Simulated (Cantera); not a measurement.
Feed: 1 mol AlN, 120 mol H₂, 3.9 mol N₂, held at 10.0 mbar.

Equilibrium computed with Cantera from the NASA thermochemical tables; the gas is ideal and each condensed phase is pure. Candidate condensed phases: Al, AlN; 13 gas species. Equilibrium is a limit: real reactors are often held back by kinetics, nucleation or transport.

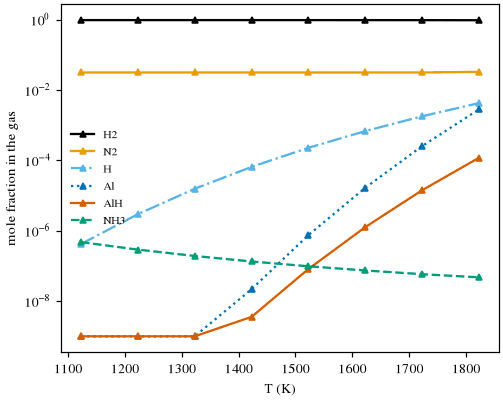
Figure. Equilibrium gas composition (values under 1e-9 drawn at 1e-9)

### Question
Read off the mole fractions at 1123 K.

### Answer
H₂ about 0.97, N₂ about 0.031, NH₃ about 4.7e-7, H about 4.2e-7.
